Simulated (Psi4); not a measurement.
# One shape, several levels: doublet [SnBr4]+

Aim: a comparison of 3 runs (U-wB97M-V/def2-SVP, UB2PLYP/def2-SVP, UMP3/def2-SVP) of doublet [SnBr4]+. 

The results are computed with Psi4 1.11.

## Step 1: The molecule

[SnBr4]+: 5 atoms, total charge +1, spin state doublet. SMILES of the parent species: `[Br][Sn]([Br])([Br])[Br]`. The shape is that of a PBE0-D4/def2-TZVP optimisation. That shape belongs to the parent species and isn't relaxed for this state.

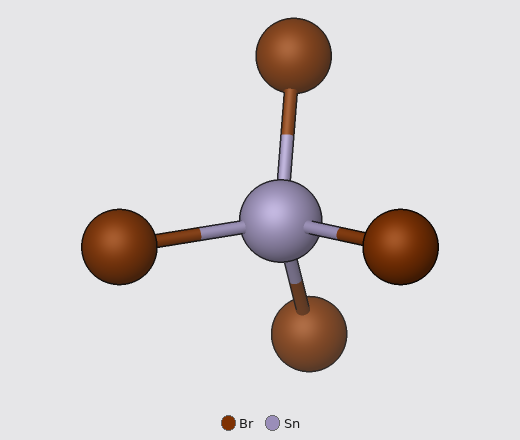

The structure, seen from a chosen angle (bromine brown, tin purple).

## Step 2: The energy at U-wB97M-V/def2-SVP (density fitting, core potential) (run 1)

File job.dat:

```
memory 2.2 GB

molecule {
  1 2
  Br    -1.112740     0.012410     2.177700
  Sn    -0.000040     0.000010     0.000030
  Br     2.068690    -1.295650     0.148990
  Br    -1.477800    -1.012430    -1.664820
  Br     0.521880     2.295660    -0.661890
  symmetry c1
  no_reorient
  no_com
}

set {
  basis def2-SVP
  reference uks
  puream true
  e_convergence 1e-09
  d_convergence 1e-08
  scf_type df
  dft_radial_points 99
  dft_spherical_points 590
  maxiter 100
}

e, wfn = energy("wb97m-v", return_wfn=True)
```

Command:

```console
psi4 -i job.dat -o job.out -n 1
```

job.out:

```text
[...]
    !!!  WARNING: ECP capability is in beta. Please check occupations closely.  !!!
[...]
  Running in c1 symmetry.
[...]
  Nuclear repulsion = 1640.415703942342589
[...]
  Multiplicity = 2
[...]
  Nalpha       = 81
  Nbeta        = 80
[...]
    Number of basis functions: 154
[...]
   @DF-UKS iter   1: -10507.86643073515916   -5.70204e+00   1.60893e-02 DIIS/ADIIS
[...]
   @DF-UKS iter  77: -10508.84245699222811   -2.63753e-10   7.20071e-09 DIIS
[...]
   @S^2 Observed:                7.623276114E-01
[...]
    Orbital Energies [Eh]
    ---------------------
    Alpha Occupied:
       1A   -483.707969     2A   -483.707049     3A   -483.632780
       4A   -483.632769     5A    -63.040106     6A    -63.039193
       7A    -62.965668     8A    -62.965661     9A    -56.745818
      10A    -56.744880    11A    -56.743501    12A    -56.742590
      13A    -56.741403    14A    -56.740496    15A    -56.670593
      16A    -56.670585    17A    -56.667835    18A    -56.667816
      19A    -56.667527    20A    -56.667525    21A     -9.147743
      22A     -9.146825    23A     -9.072751    24A     -9.072748
      25A     -6.936007    26A     -6.935060    27A     -6.930315
      28A     -6.929389    29A     -6.922143    30A     -6.921257
      31A     -6.862019    32A     -6.862018    33A     -6.850885
      34A     -6.850882    35A     -6.849947    36A     -6.849942
[...]
  @DF-UKS Final Energy: -10508.84245699222811
   => Energetics <=
    Nuclear Repulsion Energy =           1640.4157039423425886
    One-Electron Energy =              -17947.9955103906831937
    Two-Electron Energy =                6102.7400976743656429
    DFT Exchange-Correlation Energy =    -304.6613223212419257
    Empirical Dispersion Energy =           0.0000000000000000
    VV10 Nonlocal Energy =                  0.6585741029879610
    Total Energy =                     -10508.8424569922299270
  UHF NO Occupations:
  HONO-2 :   79  A 1.9998422
  HONO-1 :   80  A 1.9942890
[...]
 Multipole Moments:
 ------------------------------------------------------------------------------------
     Multipole            Electronic (a.u.)      Nuclear  (a.u.)        Total (a.u.)
 ------------------------------------------------------------------------------------
 L = 1.  Multiply by 2.5417464519 to convert [e a0] to [Debye]
 Dipole X            :         -1.0644113            0.0003213           -1.0640901
 Dipole Y            :         -0.4127980           -0.0002457           -0.4130437
 Dipole Z            :          0.2003616           -0.0000756            0.2002860
 Magnitude           :                                                    1.1588819
[...]
```

It took 10 min on 1 thread of AMD EPYC 7R32 (Zen 2), shared host; peak memory 1.8 GiB.

## Step 3: The energy at UB2PLYP/def2-SVP (density fitting, core potential, density fitting for correlation) (run 2)

File calc.inp:

```
memory 2200 mb

molecule mol {
  1 2
  Br    -1.112740     0.012410     2.177700
  Sn    -0.000040     0.000010     0.000030
  Br     2.068690    -1.295650     0.148990
  Br    -1.477800    -1.012430    -1.664820
  Br     0.521880     2.295660    -0.661890
  symmetry c1
  no_reorient
  no_com
}

set {
  reference uks
  puream true
  e_convergence 1e-09
  d_convergence 1e-08
  scf_type df
  dft_radial_points 99
  dft_spherical_points 590
  num_frozen_docc 40
  maxiter 100
}

E, wfn = energy('b2plyp/def2-SVP', return_wfn=True)
```

Command:

```console
psi4 -n 1 calc.inp calc.out
```

calc.out:

```text
[...]
    !!!  WARNING: ECP capability is in beta. Please check occupations closely.  !!!
[...]
  Running in c1 symmetry.
[...]
  Nuclear repulsion = 1640.415703942342589
[...]
  Multiplicity = 2
[...]
  Nalpha       = 81
  Nbeta        = 80
[...]
    Number of basis functions: 154
[...]
   @DF-UKS iter   1: -10506.35903572958887   -5.95923e+00   1.55296e-02 ADIIS/DIIS
[...]
   @DF-UKS iter  46: -10507.26830310852347   -1.25510e-10   8.55627e-09 DIIS
[...]
   @S^2 Observed:                7.648607875E-01
[...]
    Orbital Energies [Eh]
    ---------------------
    Alpha Occupied:
       1A   -486.056388     2A   -486.056281     3A   -485.982107
       4A   -485.982094     5A    -63.838028     6A    -63.837921
       7A    -63.764324     8A    -63.764315     9A    -57.478790
      10A    -57.478680    11A    -57.476254    12A    -57.476148
      13A    -57.474425    14A    -57.474319    15A    -57.403980
      16A    -57.403970    17A    -57.401777    18A    -57.401759
      19A    -57.401421    20A    -57.401414    21A     -9.423249
      22A     -9.423141    23A     -9.348520    24A     -9.348513
      25A     -7.165610    26A     -7.165495    27A     -7.159527
      28A     -7.159421    29A     -7.151938    30A     -7.151834
      31A     -7.090622    32A     -7.090615    33A     -7.081283
      34A     -7.081275    35A     -7.080182    36A     -7.080176
[...]
  @DF-UKS Final Energy: -10507.26830310852347
   => Energetics <=
    Nuclear Repulsion Energy =           1640.4157039423425886
    One-Electron Energy =              -17949.0371304901600524
    Two-Electron Energy =                5983.5245850855826575
    DFT Exchange-Correlation Energy =    -182.1714616462882361
    Empirical Dispersion Energy =           0.0000000000000000
    VV10 Nonlocal Energy =                  0.0000000000000000
    Total Energy =                     -10507.2683031085234688
  UHF NO Occupations:
  HONO-2 :   79  A 1.9995908
  HONO-1 :   80  A 1.9936200
[...]
 Multipole Moments:
 ------------------------------------------------------------------------------------
     Multipole            Electronic (a.u.)      Nuclear  (a.u.)        Total (a.u.)
 ------------------------------------------------------------------------------------
 L = 1.  Multiply by 2.5417464519 to convert [e a0] to [Debye]
 Dipole X            :         -1.0619022            0.0003213           -1.0615809
 Dipole Y            :         -0.4098876           -0.0002457           -0.4101333
 Dipole Z            :          0.2090702           -0.0000756            0.2089946
 Magnitude           :                                                    1.1570835
[...]
```

Run time: 92 s. Hardware: 1 thread of AMD EPYC 7R32 (Zen 2), shared host; peak memory 1.1 GiB.

## Step 4: A single-point energy at UMP3/def2-SVP (density fitting, core potential, density fitting for correlation) (run 3)

File br4sn.in:

```
memory 2.2 GB

molecule m {
  1 2
  Br    -1.112740     0.012410     2.177700
  Sn    -0.000040     0.000010     0.000030
  Br     2.068690    -1.295650     0.148990
  Br    -1.477800    -1.012430    -1.664820
  Br     0.521880     2.295660    -0.661890
  symmetry c1
  no_reorient
  no_com
}

set {
  reference       uhf
  puream          true
  e_convergence   1e-09
  d_convergence   1e-08
  scf_type        df
  num_frozen_docc 40
  maxiter         100
}

energy('mp3/def2-SVP')
print_variables()
```

Command:

```console
psi4 -i br4sn.in -o br4sn.out -n 1
```

br4sn.out:

```text
[...]
    !!!  WARNING: ECP capability is in beta. Please check occupations closely.  !!!
[...]
  Running in c1 symmetry.
[...]
  Nuclear repulsion = 1640.415703942342589
[...]
  Multiplicity = 2
[...]
  Nalpha       = 81
  Nbeta        = 80
[...]
    Number of basis functions: 154
[...]
   @DF-UHF iter   1: -10500.76438586457334   -6.95261e+00   1.35045e-02 DIIS/ADIIS
[...]
   @DF-UHF iter  47: -10501.54918489716147    5.45697e-12   8.07604e-09 DIIS
[...]
   @S^2 Observed:                8.298116431E-01
[...]
  @DF-UHF Final Energy: -10501.54918489716147
   => Energetics <=
    Nuclear Repulsion Energy =           1640.4157039423425886
    One-Electron Energy =              -17949.3886010763817467
    Two-Electron Energy =                5807.4237122368776909
    Total Energy =                     -10501.5491848971614672
  UHF NO Occupations:
  HONO-2 :   79  A 1.9987236
  HONO-1 :   80  A 1.9621554
  HONO-0 :   81  A 1.0000000
  LUNO+0 :   82  A 0.0378446
  LUNO+1 :   83  A 0.0012764
[...]
 Multipole Moments:
 ------------------------------------------------------------------------------------
     Multipole            Electronic (a.u.)      Nuclear  (a.u.)        Total (a.u.)
 ------------------------------------------------------------------------------------
 L = 1.  Multiply by 2.5417464519 to convert [e a0] to [Debye]
 Dipole X            :         -1.3111302            0.0003213           -1.3108089
 Dipole Y            :         -0.5056628           -0.0002457           -0.5059085
 Dipole Z            :          0.2597237           -0.0000756            0.2596481
 Magnitude           :                                                    1.4288389
[...]
	DF-SCS-MP2 Total Energy (a.u.)     : -10502.47206763224131
	DF-SOS-MP2 Total Energy (a.u.)     : -10502.43031867038735
	DF-SCS(N)-MP2 Total Energy (a.u.)  : -10502.12749528670975
[...]
	DF-MP2 Total Energy (a.u.)         : -10502.55556555594376
[...]
	DF-MP3 Total Energy (a.u.)         : -10502.55409074967247
[...]
```

It took 85 s on 1 thread of AMD EPYC 7R32 (Zen 2), shared host; peak memory 0.59 GiB.

## Step 5: All runs side by side

```
run                                                                                level  frozen core orbitals  fitting correlation    energy (Eh)  HOMO energy (eV)  LUMO energy (eV)   ⟨S²⟩  wall time
  1                                 U-wB97M-V/def2-SVP (density fitting, core potential)                     0                    –  -10508.842457            -15.23            -11.25  0.762     10 min
  2  UB2PLYP/def2-SVP (density fitting, core potential, density fitting for correlation)                    40      density fitting  -10507.598455            -14.09            -11.75  0.765       92 s
  3     UMP3/def2-SVP (density fitting, core potential, density fitting for correlation)                    40      density fitting  -10502.554091            -15.55             -9.78  0.830       85 s
```

## Step 6: Summary of results

```
                                                         quantity            value
                                              run 3: total energy  -10502.55409 Eh
run 3: HOMO energy (Hartree–Fock orbitals) (highest over α and β)        -15.55 eV
 run 3: LUMO energy (Hartree–Fock orbitals) (lowest over α and β)         -9.78 eV
              run 3: correlation energy (40 core orbitals frozen)      -1004.9 mEh
                         run 3: ⟨S²⟩ of the reference determinant            0.830
```

Totals of different functionals can't be ranked against each other. All runs together took 13 min, the longest 10 min.
